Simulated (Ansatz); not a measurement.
Run report: WHClF$_{4}$, geometry relaxation (part 1 of 2)

System: WHClF$_{4}$.
Method: RKS LDA/def2-SVP (Ansatz 0.2.0).

It belongs to a series of runs on one base structure; here: start relaxed. Figures and captions count atoms from 1; the log counts them from 0 in places.

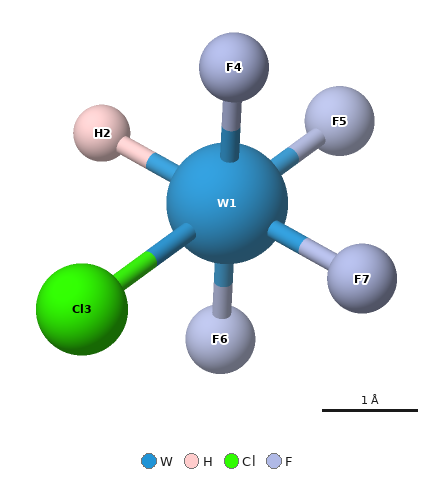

**Figure 1.** The structure as given in the input (ball-and-stick view, seen at a tilt; atoms are numbered from 1 in the order of the input). Sticks mark near contacts. Bond lengths as drawn: Cl–W 2.39 Å, F–W 1.85 Å and H–W 1.72 Å.

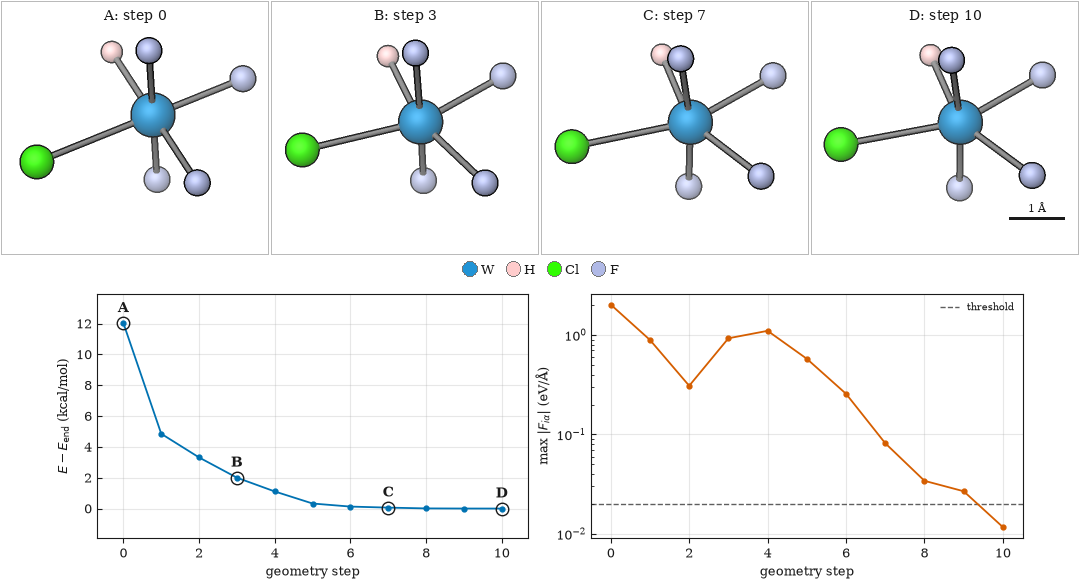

**Figure 2.** Frames of the relaxation (ball-and-stick view, seen at a tilt) above the curves, on which the letters mark them (the first geometry is step 0 here and step 1 in the log).

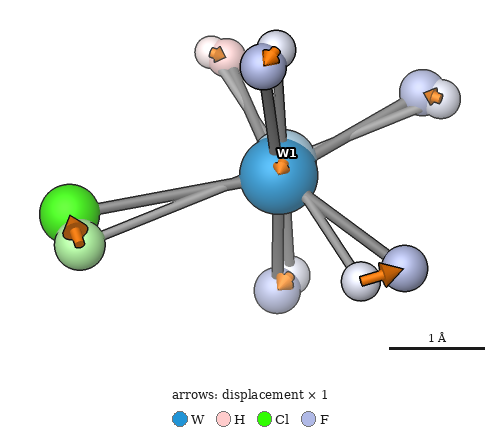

**Figure 3.** Start (faint) and end (solid) with the displacements as orange arrows, at true length (ball-and-stick view, seen at a tilt). The two geometries are laid on each other by the best rigid fit. Over 10 geometry steps the energy falls by 12.0 kcal/mol. The largest force component goes from 2 to 0.012 eV/Å. F7 moves most after the best rigid fit: 0.49 Å. Largest moves by element: F 0.49 Å, Cl 0.44 Å, H 0.18 Å, W 0.18 Å. Among the contacts that change: W1–Cl3 2.390 → 2.251 Å, W1–F7 1.850 → 1.875 Å, W1–F5 1.850 → 1.864 Å, W1–F4 1.850 → 1.836 Å. Among the angles that change: Cl3–W1–F7 90.0° → 123.2°, H2–W1–F7 180.0° → 153.5°, Cl3–W1–F5 180.0° → 156.3°. (Atoms are counted from 1 in the order of the input.)

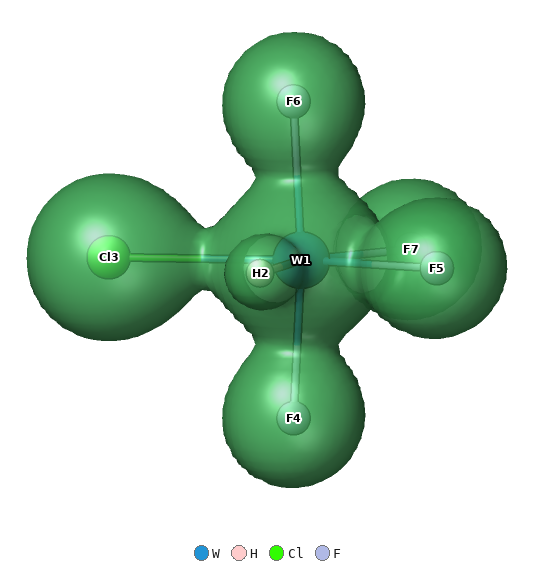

**Figure 4.** Isosurface of the total electron density at 0.6 e/Å³ (green), seen face on. At this value the surface is in one piece. On the grid the lowest density along these lines, outside the cores, is 1.1 e/Å³ (W–F, 1.84 Å), 0.76 e/Å³ (W–Cl, 2.25 Å) and 0.94 e/Å³ (W–H, 1.72 Å).

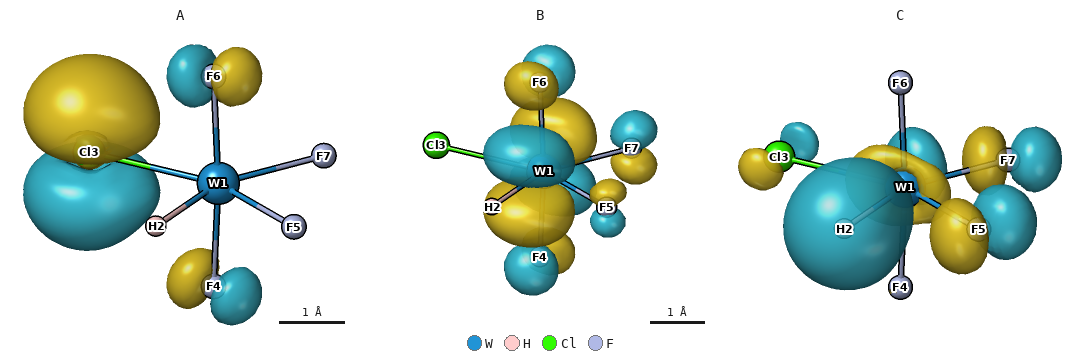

**Figure 5.** Three frontier orbitals at ±0.15 Å⁻³ᐟ² (yellow and cyan are the two phases). A is the HOMO−1 (−9.14 eV). C is the HOMO (−8.25 eV). By Hirshfeld shares it lies mainly on H2 (35 %), W1 (30 %), F5 (20 %) and F7 (10 %). B is the LUMO (−5.39 eV). It lies mainly on W1 (65 %), F4 (10 %) and F6 (10 %). The HOMO–LUMO gap is 2.86 eV between the orbital energies.

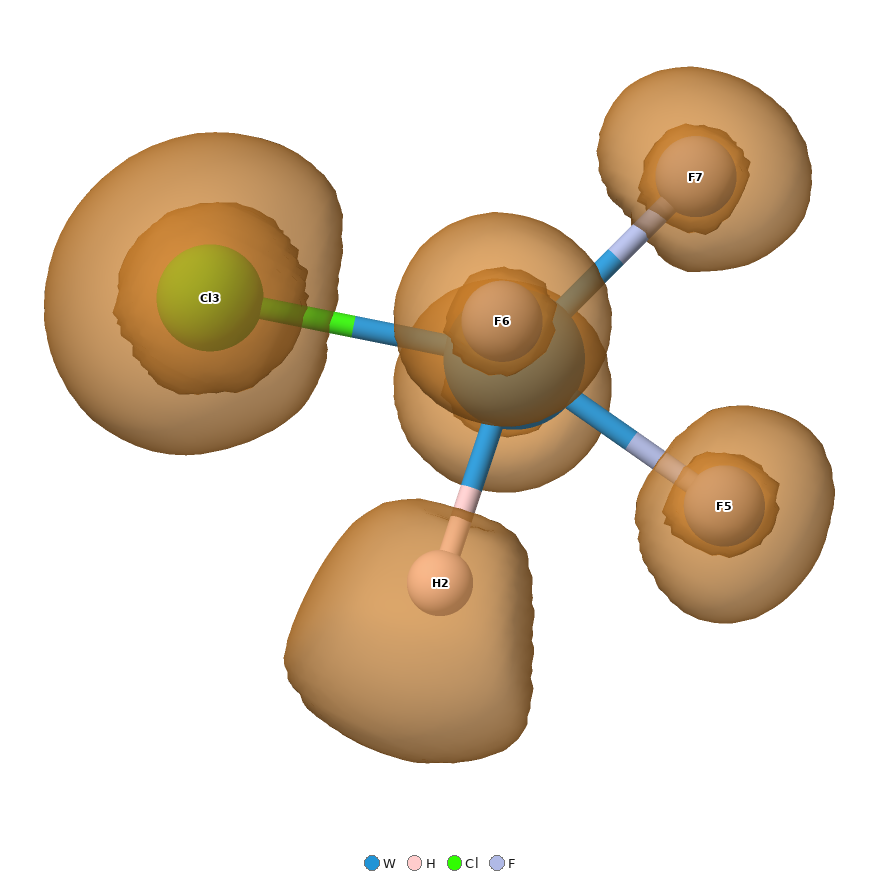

**Figure 6.** Isosurface of the ELF at 0.75 (orange), seen from the side. Only the valence region is drawn (cores and ρ < 0.01 e/Å³ removed). Values along the shortest contacts: W–F (1.84 Å): the ELF peaks at about 0.85 in the valence shell of F, 0.5 Å from its nucleus, and drops to about 0.25 between the two atoms. W–Cl (2.25 Å): the ELF peaks at about 0.85 in the valence shell of Cl, 0.8 Å from its nucleus, and is about 0.40 at the midpoint.

These pictures come from the run below.

## Input
```yaml
crystal:
  periodic: [false, false, false]
  atoms:
    - { symbol: W, position_ang: [0.0, 0.0, 0.0] }
    - { symbol: H, position_ang: [0.0, 0.0, 1.72] }
    - { symbol: Cl, position_ang: [2.39, 0.0, 0.0] }
    - { symbol: F, position_ang: [0.0, 1.85, 0.0] }
    - { symbol: F, position_ang: [-1.85, 0.0, 0.0] }
    - { symbol: F, position_ang: [0.0, -1.85, 0.0] }
    - { symbol: F, position_ang: [0.0, 0.0, -1.85] }
basis:
  gaussian: { orbitals: def2-SVP }
hamiltonian:
  xc: lda
relax:
  f_tol: 0.02
  max_steps: 40
output:
  orbitals: {}
```

Launch command:
```bash
ansatz run input.yaml --threads 2 --pin off --max-ram 3072MiB --backend cpu --events-out ev --progress --plain --runs-dir out
```

## Output
```
The last accepted step is kept in [file] (removed where the run ends without a failure and the disk answers)
Engine: ansatz 0.2.0, aarch64-unknown-linux-gnu
Functional definition: SPW92
  exchange = slater_x
  correlation = pw_c
1152 factors; their error is unknown
mean field evaluation 1: about -25104.0806 eV, gradient 6.9e1 eV
mean field evaluation 2: about -24958.8176 eV, gradient 2.9e2 eV
mean field evaluation 4: about -25111.0092 eV, gradient 3.0e1 eV
mean field evaluation 8: about -25112.8168 eV, gradient 6.6e-1 eV
mean field evaluation 16: about -25112.7497 eV, gradient 8.4e-4 eV
mean field -25112.74969487 eV, -922.8765292534 hartree, gradient 3.0e-5 eV, S^2 0.000000; 0 other end points of the search recorded, 0 dependent functions left out
the calculation of the forces begins
reference -25112.74976089 eV, -922.8765316797 hartree; 34, 34 occupied and 77, 77 virtual orbitals, 1152 factors
relax step   1: F+E_penalty+E_count = -25112.74969487 eV  Δ(F+E_penalty+E_count) = +0.000e0 eV  max|allowed force component| = 2.020e0 eV/Å  Δτ_max = 0.0000 Å  (34 SCF iters, accepted)
these checks for a lower state are left out or cut short: starts, cluster_reference, orbital_swaps, neighbouring_geometries, increment
1152 factors; their error is unknown
mean field evaluation 32: about -25113.0608 eV, gradient 8.1e-6 eV
mean field -25113.06082427 eV, -922.8879630478 hartree, gradient 8.1e-6 eV, S^2 0.000000; 0 other end points of the search recorded, 0 dependent functions left out
the calculation of the forces begins
reference -25113.06089053 eV, -922.8879654830 hartree; 34, 34 occupied and 77, 77 virtual orbitals, 1152 factors
relax step   2: F+E_penalty+E_count = -25113.06082427 eV  Δ(F+E_penalty+E_count) = -3.111e-1 eV  max|allowed force component| = 8.911e-1 eV/Å  Δτ_max = 0.1934 Å  (45 SCF iters, accepted)
these checks for a lower state are left out or cut short: starts, cluster_reference, orbital_swaps, neighbouring_geometries, increment
1152 factors; their error is unknown
mean field -25113.12742204 eV, -922.8904104707 hartree, gradient 9.1e-6 eV, S^2 0.000000; 0 other end points of the search recorded, 0 dependent functions left out
the calculation of the forces begins
reference -25113.12748827 eV, -922.8904129049 hartree; 34, 34 occupied and 77, 77 virtual orbitals, 1152 factors
relax step   3: F+E_penalty+E_count = -25113.12742204 eV  Δ(F+E_penalty+E_count) = -6.660e-2 eV  max|allowed force component| = 3.085e-1 eV/Å  Δτ_max = 0.1055 Å  (37 SCF iters, accepted)
these checks for a lower state are left out or cut short: starts, cluster_reference, orbital_swaps, neighbouring_geometries, increment
1152 factors; their error is unknown
mean field -25113.18435247 eV, -922.8925026257 hartree, gradient 1.0e-5 eV, S^2 0.000000; 0 other end points of the search recorded, 0 dependent functions left out
the calculation of the forces begins
reference -25113.18441859 eV, -922.8925050553 hartree; 34, 34 occupied and 77, 77 virtual orbitals, 1152 factors
relax step   4: F+E_penalty+E_count = -25113.18435247 eV  Δ(F+E_penalty+E_count) = -5.693e-2 eV  max|allowed force component| = 9.266e-1 eV/Å  Δτ_max = 0.1895 Å  (38 SCF iters, accepted)
these checks for a lower state are left out or cut short: starts, cluster_reference, orbital_swaps, neighbouring_geometries, increment
1152 factors; their error is unknown
mean field -25113.22306355 eV, -922.8939252314 hartree, gradient 1.4e-5 eV, S^2 0.000000; 0 other end points of the search recorded, 0 dependent functions left out
the calculation of the forces begins
reference -25113.22312946 eV, -922.8939276538 hartree; 34, 34 occupied and 77, 77 virtual orbitals, 1152 factors
relax step   5: F+E_penalty+E_count = -25113.22306355 eV  Δ(F+E_penalty+E_count) = -3.871e-2 eV  max|allowed force component| = 1.101e0 eV/Å  Δτ_max = 0.1190 Å  (39 SCF iters, accepted)
these checks for a lower state are left out or cut short: starts, cluster_reference, orbital_swaps, neighbouring_geometries, increment
1152 factors; their error is unknown
mean field evaluation 64: about -25113.2569 eV, gradient 1.7e-1 eV
mean field -25113.25697468 eV, -922.8951714426 hartree, gradient 1.4e-5 eV, S^2 0.000000; 0 other end points of the search recorded, 0 dependent functions left out
the calculation of the forces begins
reference -25113.25704055 eV, -922.8951738632 hartree; 34, 34 occupied and 77, 77 virtual orbitals, 1152 factors
relax step   6: F+E_penalty+E_count = -25113.25697468 eV  Δ(F+E_penalty+E_count) = -3.391e-2 eV  max|allowed force component| = 5.762e-1 eV/Å  Δτ_max = 0.0508 Å  (39 SCF iters, accepted)
these checks for a lower state are left out or cut short: starts, cluster_reference, orbital_swaps, neighbouring_geometries, increment
1152 factors; their error is unknown
mean field -25113.26561961 eV, -922.8954891380 hartree, gradient 1.1e-5 eV, S^2 0.000000; 0 other end points of the search recorded, 0 dependent functions left out
the calculation of the forces begins
reference -25113.26568533 eV, -922.8954915531 hartree; 34, 34 occupied and 77, 77 virtual orbitals, 1152 factors
```
